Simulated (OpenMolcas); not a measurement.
# Multiconfigurational calculation for Yb³⁺ complex

- system: Yb³⁺ with 4 ligands (I; tetrahedron, 2.87 Å), neutralised by 4 outer point charges of +0.25 e, whose field is part of the energies.
- method: state-averaged CASSCF, active space 13 electrons in the shell 4f, basis ANO-RCC-VTZP on the metal and ANO-RCC-VDZP on the ligands, DKH2 scalar Hamiltonian, spin-orbit coupling by RASSI with atomic mean-field integrals (OpenMolcas)

### Summary

```tsv
quantity	value
outcome	converged
energy of the lowest spin-free term	−42490.50362 hartree
energy of the lowest spin-orbit level	−42490.52361 hartree
largest spread among components of a term	0.0 cm⁻¹
hardware	1 thread of Arm Neoverse V2, 24 GiB of memory available, shared host
wall time	7.4 min
peak memory	0.95 GiB
```

### Remarks

Without dynamic correlation the splittings between terms come out too large, often by 20 to 50 %. Caveats: covalent bonds, ligand orbitals missing from the active space; distances are set from ionic radii, not optimised.

### Input
```
&GATEWAY
Coord
5

Yb 0.0 0.0 0.0
I 1.656995 1.656995 1.656995
I 1.656995 -1.656995 -1.656995
I -1.656995 1.656995 -1.656995
I -1.656995 -1.656995 1.656995
Basis=Yb.ANO-RCC-VTZP,I.ANO-RCC-VDZP
Group=NoSym
NoMove
AngMom=0.0 0.0 0.0
AMFI
RICD
XField
4 Angstrom 0
3.273576 3.273576 3.273576 0.250000
3.273576 -3.273576 -3.273576 0.250000
-3.273576 3.273576 -3.273576 0.250000
-3.273576 -3.273576 3.273576 0.250000
&SEWARD
&RASSCF
FileOrb=start.orb
Symmetry=1
Spin=2
nActEl=13 0 0
Inactive=135
Ras2=7
CIRoot=7 7 1
SDav=7
CIMx=300
Iter=150 100
PrWF=0.3
OrbListing=Nothing
MaxOrb=0
LevShft=1.0
>>> COPY $Project.JobIph JOB001
&RASSI
NrOfJobIphs=1 7
1 2 3 4 5 6 7
IphNames
JOB001
EJob
SpinOrbit
DIPRint=1.0
SOCoupling=1000.0
Subsets=2
Property=9
'ANGMOM' 1 'ANGMOM' 2 'ANGMOM' 3 'MLTPL  1' 1 'MLTPL  1' 2 'MLTPL  1' 3
'AMFI' 1 'AMFI' 2 'AMFI' 3
SOProperty=3
'ANGMOM' 1 'ANGMOM' 2 'ANGMOM' 3
```

The file start.orb holds starting orbitals from an earlier step. A driver script formed the levels outside the program, from RASSI's spin-orbit matrix and the active-space energies, averaged over the components of each term or state.

Run as:
```bash
OMP_NUM_THREADS=1 MOLCAS_MEM=2457 MOLCAS_PROJECT=a pymolcas a.inp > a.log  # once for each step of the input, in one work folder
```

### Log (extracts)
```
--- SEWARD ---
Basis set label: YB.ANO-RCC...8S7P5D3F2G1H.

      Electronic valence basis set:
      ------------------
      Associated Effective Charge  70.000000 au
      Associated Actual Charge     70.000000 au
      Nuclear Model: Point charge

      Shell  nPrim  nBasis  Cartesian Spherical Contaminant
         s      25       8        X
         p      22       7        X
         d      15       5                 X
         f      11       3                 X
         g       4       2                 X
         h       2       1                 X
                  Relativistic Douglas-Kroll-Hess integrals:
                    - DKH order of Hamiltonian: 2
                    - DKH order of Properties : 0
                  Atomic mean-field integrals
--- RASSCF ---
Wave function specifications:
      -----------------------------

      Number of closed shell electrons         270
      Number of electrons in active shells      13
      Max number of holes in RAS1 space          0
      Max nr of electrons in RAS3 space          0
      Number of inactive orbitals              135
      Number of active orbitals                  7
      Number of secondary orbitals             134
      Spin quantum number                      0.5
      State symmetry                             1
Orbital specifications:
      -----------------------

      Symmetry species                           1
                                                 a
      Frozen orbitals                            0
      Inactive orbitals                        135
      Active orbitals                            7
      RAS1 orbitals                              0
      RAS2 orbitals                              7
      RAS3 orbitals                              0
      Secondary orbitals                       134
      Deleted orbitals                           0
      Number of basis functions                276
      Number of CSFs                             7
      Number of root(s) required                 7
      Iter CI   SX   CI       RASSCF       Energy    max ROT     max BLB   max BLB  Level Ln srch  Step   QN
          iter iter root      energy       change     param      element    value   shift minimum  type update
 Nr of preliminary CI iterations:   1
      Total energies have been shifted. Add               -42000.00 au
        1   1   11    0  -489.88207150    0.00E+00  -5.10E-02  139 151 1  5.99E-01*  2.21   0.00    SX    NO
        2   1   12    0  -490.23694384   -3.55E-01* -2.05E-02  141 178 1  2.82E-01*  1.53   0.00    SX    NO
        3   1   12    0  -490.37200546   -1.35E-01* -1.84E-02  139 151 1  2.04E-01*  1.73   0.00    SX    NO
        4   1   12    0  -490.43272824   -6.07E-02*  1.35E-02  137 149 1 -1.41E-01*  1.46   0.00    SX    NO
        5   1   12    0  -490.46583882   -3.31E-02*  9.19E-03  139 151 1  1.08E-01*  1.58   0.88    QN   YES
        6   1   11    0  -490.48835341   -2.25E-02*  1.01E-02  139 151 1  4.78E-02*  1.51   2.26    LS   YES
        7   1   11    0  -490.49857081   -1.02E-02* -4.90E-03  137 149 1 -1.93E-02*  1.43   1.14    QN   YES
        8   1   11    0  -490.50129204   -2.72E-03* -3.76E-03   27 203 1  7.70E-03*  1.43   1.76    QN   YES
        9   1   10    0  -490.50287016   -1.58E-03* -1.29E-03  141 153 1  3.56E-03*  1.43   1.41    QN   YES
       10   1   10    0  -490.50329491   -4.25E-04* -8.42E-04  141 153 1  2.88E-03*  1.43   1.45    QN   YES
       11   1    9    0  -490.50343361   -1.39E-04*  5.31E-04   25 201 1 -1.73E-03*  1.43   1.49    QN   YES
       12   1    9    0  -490.50348583   -5.22E-05* -2.93E-04   44 219 1  8.15E-04*  1.43   1.48    QN   YES
       13   1    8    0  -490.50350328   -1.75E-05*  1.57E-04  141 153 1 -4.94E-04*  1.43   1.39    QN   YES
       14   1    8    0  -490.50350780   -4.52E-06*  9.15E-05   25 201 1  2.67E-04*  1.43   1.41    QN   YES
       15   1    8    0  -490.50350910   -1.30E-06*  7.02E-05   25 201 1  1.22E-04*  1.43   1.48    QN   YES
       16   1    7    0  -490.50350956   -4.55E-07*  4.71E-05  139 151 1  7.82E-05   1.43   1.46    QN   YES
       17   1    7    0  -490.50350972   -1.60E-07*  2.49E-05   27 203 1 -4.31E-05   1.43   1.41    QN   YES
       18   1    6    0  -490.50350977   -5.63E-08* -9.91E-06   25 201 1 -3.27E-05   1.43   1.38    QN   YES
       19   1    6    0  -490.50350979   -1.76E-08* -1.49E-05  139 151 1 -1.44E-05   1.43   2.50    LS   YES
       20   1    6    0  -490.50350978    8.66E-09  -7.16E-06  141 153 1 -2.88E-05   1.43   0.31    LS   YES
      Convergence after 20 iterations
       21   1    6    0  -490.50350979   -1.11E-08* -7.16E-06  141 153 1 -2.15E-05   1.43   0.31    LS   YES
      Natural orbitals and occupation numbers for root  1
      sym 1:   2.000000   1.000000   2.000000   2.000000   2.000000   2.000000   2.000000
      Natural orbitals and occupation numbers for root  2
      sym 1:   2.000000   2.000000   2.000000   1.000000   2.000000   2.000000   2.000000
      Natural orbitals and occupation numbers for root  3
      sym 1:   2.000000   1.000000   2.000000   2.000000   2.000000   2.000000   2.000000
::    RASSCF root number  1 Total energy: -42490.50361999
::    RASSCF root number  2 Total energy: -42490.50350382
::    RASSCF root number  3 Total energy: -42490.50350382
::    RASSCF root number  4 Total energy: -42490.50350382
::    RASSCF root number  5 Total energy: -42490.50347903
::    RASSCF root number  6 Total energy: -42490.50347903
::    RASSCF root number  7 Total energy: -42490.50347903
--- RASSI ---
SPIN-FREE ENERGIES:
  (Shifted by EMIN (a.u.) =     -42490.5036199922)

 SF State       Relative EMIN(au)   Rel lowest level(eV)    D:o, cm**(-1)

     1             0.0000000000        0.0000000000              0.0000
     2             0.0001161724        0.0031612120             25.4969
     3             0.0001161724        0.0031612120             25.4969
     4             0.0001161724        0.0031612120             25.4969
     5             0.0001409581        0.0038356656             30.9367
     6             0.0001409581        0.0038356656             30.9367
     7             0.0001409581        0.0038356656             30.9367
     Dipole printing threshold changed to   1.00000000E+00

++ Dipole transition strengths (spin-free states):
   -----------------------------------------------
     for osc. strength at least  1.00000000E+00

  ( Max oscillator strength is only    2.1874064990700375E-011 )
--
Eigenvalues of complex Hamiltonian:
   -----------------------------------
  (Shifted by EMIN (a.u.) =     -42490.5036199922)

 SO State       Relative EMIN(au)   Rel lowest level(eV)    D:o, cm**(-1)

     1            -0.0199917336        0.0000000000              0.0000
     2            -0.0199917336        0.0000000000              0.0000
     3            -0.0199504270        0.0011240095              9.0657
     4            -0.0199504270        0.0011240095              9.0657
     5            -0.0199437413        0.0013059364             10.5331
     6            -0.0199437413        0.0013059364             10.5331
     7            -0.0199437414        0.0013059356             10.5331
     8            -0.0199437414        0.0013059356             10.5331
     9             0.0268325674        1.2741541401          10276.7462
    10             0.0268325674        1.2741541401          10276.7462
    11             0.0268842337        1.2755600529          10288.0857
    12             0.0268842337        1.2755600529          10288.0857
    13             0.0268842338        1.2755600538          10288.0857
    14             0.0268842338        1.2755600538          10288.0857
Weights of the five most important spin-orbit-free states for each spin-orbit state.

 SO State  Total energy (au)           Spin-free states, spin, and weights
 -------------------------------------------------------------------------------------------------------
    1        -0.019992       1 0.5  0.5730    5 0.5  0.1423    6 0.5  0.1423    7 0.5  0.1423    3 0.5  0.0000
    2        -0.019992       1 0.5  0.5730    5 0.5  0.1423    6 0.5  0.1423    7 0.5  0.1423    3 0.5  0.0000
    3        -0.019950       3 0.5  0.3333    4 0.5  0.3333    2 0.5  0.3333    7 0.5  0.0000    6 0.5  0.0000
    4        -0.019950       3 0.5  0.3333    4 0.5  0.3333    2 0.5  0.3333    7 0.5  0.0000    6 0.5  0.0000
    5        -0.019944       7 0.5  0.2965    6 0.5  0.1820    4 0.5  0.1680    3 0.5  0.1663    5 0.5  0.1642
    6        -0.019944       7 0.5  0.2937    6 0.5  0.1832    4 0.5  0.1675    3 0.5  0.1659    5 0.5  0.1657
    7        -0.019944       5 0.5  0.2639    6 0.5  0.2461    2 0.5  0.2152    7 0.5  0.1326    3 0.5  0.0715
    8        -0.019944       5 0.5  0.2631    6 0.5  0.2455    2 0.5  0.2144    7 0.5  0.1340    3 0.5  0.0727
    9         0.026833       1 0.5  0.4270    5 0.5  0.1910    6 0.5  0.1910    7 0.5  0.1910    3 0.5  0.0000
   10         0.026833       1 0.5  0.4270    5 0.5  0.1910    6 0.5  0.1910    7 0.5  0.1910    3 0.5  0.0000
   11         0.026884       3 0.5  0.3099    4 0.5  0.2600    7 0.5  0.1255    5 0.5  0.1208    6 0.5  0.1111
   12         0.026884       3 0.5  0.3085    4 0.5  0.2592    7 0.5  0.1251    5 0.5  0.1215    6 0.5  0.1108
```

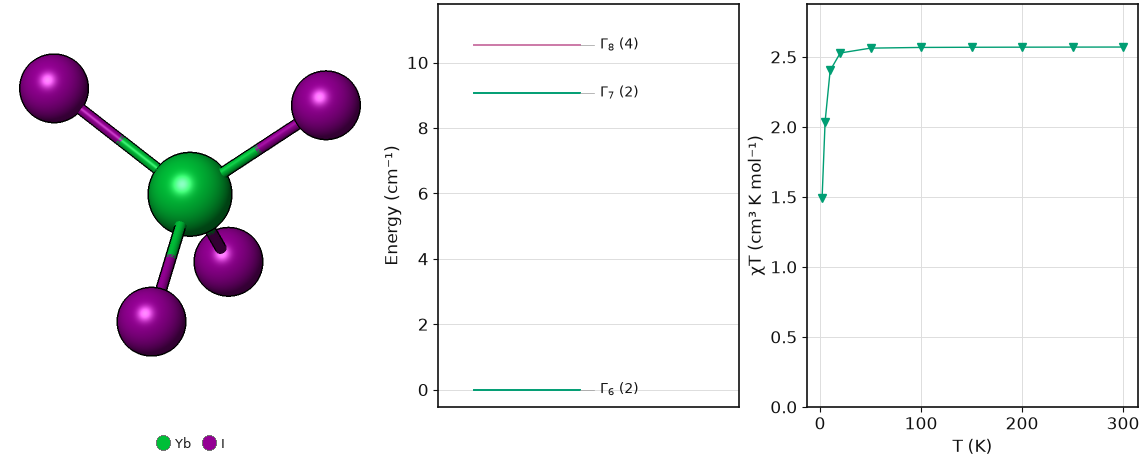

*Yb³⁺ (4f¹³) with 4 ligands, I⁻, at 2.87 Å (arrangement: tetrahedron, Td), neutralised by outer point charges of +0.25 e, and its levels and susceptibility. Labels give the representation in O, Td, D4 or D3 as the site allows (double group for half-integer spin) where it could be assigned and, in brackets, the degeneracy; spin-free states, where drawn, share the zero of the spin-orbit levels. Powder susceptibility by Van Vleck's formula.*

The ground level is Γ₆, a Kramers doublet, 100 % from states of spin multiplicity 2. Its principal g values are 3.43, 3.43 and 3.43, isotropic. The next level lies at 9.1 cm⁻¹ (Γ₇). The lowest J multiplet spreads over 11 cm⁻¹. χT is 1.49 cm³ K mol⁻¹ at 2 K and 2.57 at 300 K, an effective moment of 4.53 μB. The active orbitals hold 100 % metal character (Löwdin), and the Mulliken charge of the metal is +1.06.
